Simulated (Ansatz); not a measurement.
Input file:

```
crystal:
  lattice:
    - [-2.7971500059, 2.7971500059, 5.5764934339]
    - [2.7971500059, -2.7971500059, 5.5764934339]
    - [2.7971500059, 2.7971500059, -5.5764934339]
  atoms:
    - { symbol: Be, position: [0.0, 0.0, 0.0] }
    - { symbol: Zn, position: [0.75, 0.25, 0.5] }
    - { symbol: Zn, position: [0.5, 0.5, 0.0] }
    - { symbol: Zn, position: [0.25, 0.75, 0.5] }
    - { symbol: Se, position: [0.8850420761, 0.3508940681, 0.0] }
    - { symbol: Se, position: [0.6491059319, 0.6491059319, 0.534148008] }
    - { symbol: Se, position: [0.3508940681, 0.8850420761, 0.0] }
    - { symbol: Se, position: [0.1149579239, 0.1149579239, 0.465851992] }
basis:
  ecutwfc: 420
kpoints:
  mp_grid: { grid: [8, 8, 8] }
  band_path:
    path:
      - [[0.0, 0.0, 0.0], [0.0, 0.0, 0.5], [0.25, 0.25, 0.25], [0.0, 0.5, 0.0], [0.0, 0.0, 0.0], [0.5, 0.5, -0.5], [0.31289978, 0.68710022, -0.31289978]]
      - [[-0.31289978, 0.31289978, 0.31289978], [0.0, 0.0, 0.0]]
      - [[0.0, 0.0, 0.5], [-0.12579956, 0.12579956, 0.5]]
      - [[0.5, 0.5, -0.12579956], [0.5, 0.5, -0.5]]
    npoints: 14
hamiltonian:
  xc: lda
scf:
  occupations: { method: gaussian, width: 0.02 }
  n_extra_bands: 20
output:
  forces: true
  stress: true
  eigenvalues: true
  populations: true
  dos: { projected: true, de: 0.02, nscf_kmesh: { grid: [12, 12, 12] } }
  bader: true
  write_density: true
  write_potential: true
  elf: true
  volumetric_format: npy
```

Launched as:

```sh
ansatz run input.yaml --threads 1 --pin off --max-ram 2560MiB --backend cpu --events-out ev --progress --plain --runs-dir out
```

Below, planes, directions and counts refer to the conventional cell (a = 5.59 Å, b = 5.59 Å, c = 11.15 Å, α = 90.00°, β = 90.00°, γ = 90.00°).

Space group I-42m; a structure generated by program, which may or may not match a known phase; computed pressure about −5 GPa in this cell.

These are results of DFT LDA, scalar-relativistic, plane waves, PAW (Ansatz), not measurements.

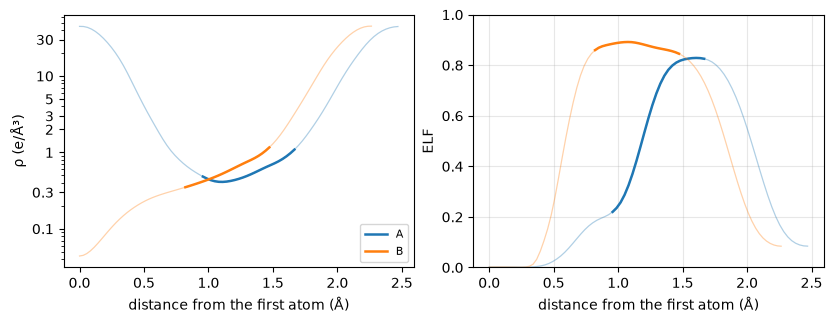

BeZn3Se4. Valence pseudo-density and electron localisation function along straight lines between neighbouring atoms. Thin, pale parts lie inside the atomic spheres.

Core electrons are frozen (PAW), and the valence fields are smoothed inside the atomic spheres.

Which curve belongs to which contact (Be–Se and Zn–Se)? The first atom named is at distance zero.

Curve A: Zn–Se (2.47 Å): ρ at the midpoint is about 0.45 e/Å³; the ELF is about 0.60 at the midpoint. Curve B: Be–Se (2.26 Å): ρ at the midpoint is about 0.55 e/Å³; the ELF peaks at about 0.90 between the atoms, as expected for a shared but strongly polarised pair.
